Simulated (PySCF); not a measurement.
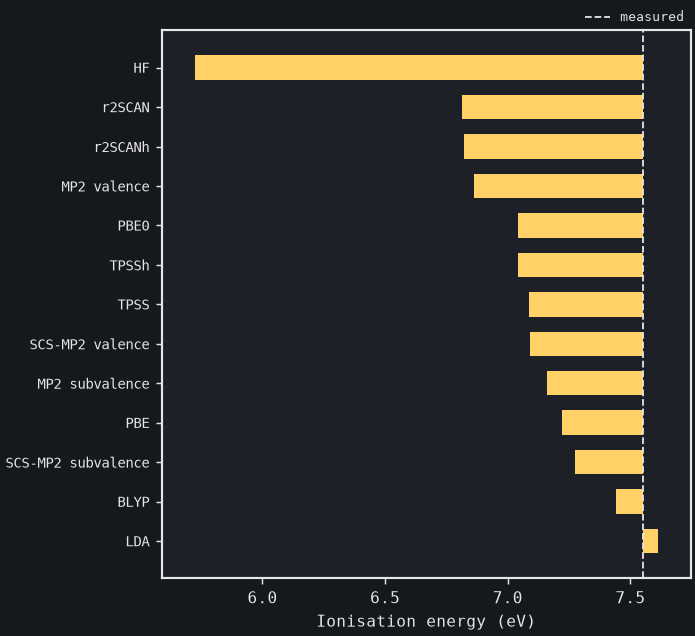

The ionisation energy of an atom or ion with 73 electrons in the configuration [Xe] 4f¹⁴ 5d³ 6s² by several methods. PySCF, def2-TZVPPD with a 60-electron core potential, unrestricted single determinants, no spin-orbit coupling. Methods marked “valence” freeze 8 core electrons; methods marked “subvalence” freeze no core electrons.

### Name the element and charge.

Ta I (neutral tantalum). The values run from 5.72 eV (HF) to 7.61 eV (LDA). The measured value is 7.55 eV; nearest to it come LDA (+0.06) and BLYP (−0.11), furthest HF (−1.83 eV).

Note: spin-orbit shift not estimated.
